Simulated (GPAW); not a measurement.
# RPBE/dzp (scalar-relativistic datasets) run of SiSbH5O (SMILES [SiH3][O][SbH2])

We compute energy and one-electron properties of SiSbH5O. The job is set up through an ASE script.

Program for the calculation: GPAW 26.7.0.

3 further runs of the same task are left out: 3 set aside as unsound or not needed. Runs told in other sessions of the task aren't counted.

### 1 Starting point

SiSbH5O: 8 atoms, total charge 0, spin state singlet. As SMILES, `[SiH3][O][SbH2]`. The shape comes from GFN2-xTB, which is rough for such elements, and wasn't checked as a minimum. This is one conformer, not always the lowest.

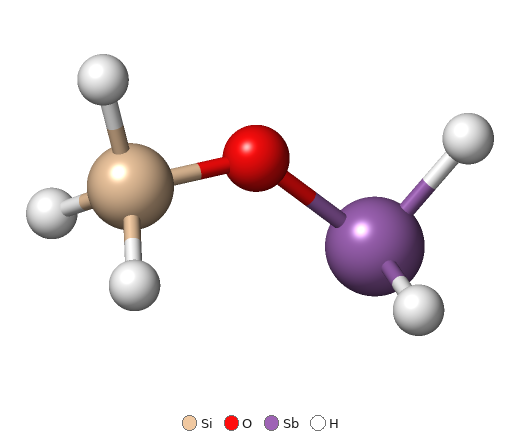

The structure, seen from a chosen angle (silicon light orange, oxygen red, antimony purple, hydrogen white).

### 2 The charge distribution at RPBE/dzp (scalar-relativistic datasets)

File h5osbsi.xyz:

```xyz
8

Si    -0.835520     1.005590    -0.399580
O      0.470650     0.274670     0.206880
Sb     1.416340    -1.413270    -0.157360
H     -1.997390     0.113810    -0.363480
H     -0.586790     1.389760    -1.792770
H     -0.960040     2.146170     0.496810
H      2.246610    -1.205140     1.308580
H      0.246140    -2.311600     0.700920
```

File run.py:

```python
import numpy as np
from ase.io import read
from ase.units import Debye
from gpaw import GPAW

atoms = read('h5osbsi.xyz')
atoms.center(vacuum=4.5)

calc = GPAW(mode='lcao', basis='dzp', h=0.2, xc='RPBE', maxiter=100, txt='-')
atoms.calc = calc

energy = atoms.get_potential_energy()
print(f'Energy: {energy:.5f} eV')
forces = atoms.get_forces()
print('Forces (eV/Ang)')
for symbol, f in zip(atoms.symbols, forces):
    print(f'{symbol:2} {f[0]:9.4f} {f[1]:9.4f} {f[2]:9.4f}')
dipole = atoms.get_dipole_moment() / Debye
print(f'Dipole: {np.linalg.norm(dipole):.3f} D')
homo, lumo = calc.get_homo_lumo()
print(f'HOMO = {homo:.3f} eV')
print(f'LUMO: {lumo:.3f} eV')
print(f'Gap: {lumo - homo:.3f} eV')
```

Run with:

```console
$ python3 -u run.py | tee run.out
```

What values should one expect? Wanted: energy as printed; dipole moment; HOMO energy; LUMO energy; HOMO–LUMO gap.

Answer, from the run:

Level: RPBE/dzp (scalar-relativistic datasets).

| quantity | value |
| --- | --- |
| energy as printed (from the program's reference atoms) | -30.3358 eV |
| dipole moment | 1.86 D |
| HOMO energy | -5.96 eV |
| LUMO energy | -1.73 eV |
| HOMO–LUMO gap | 4.23 eV |
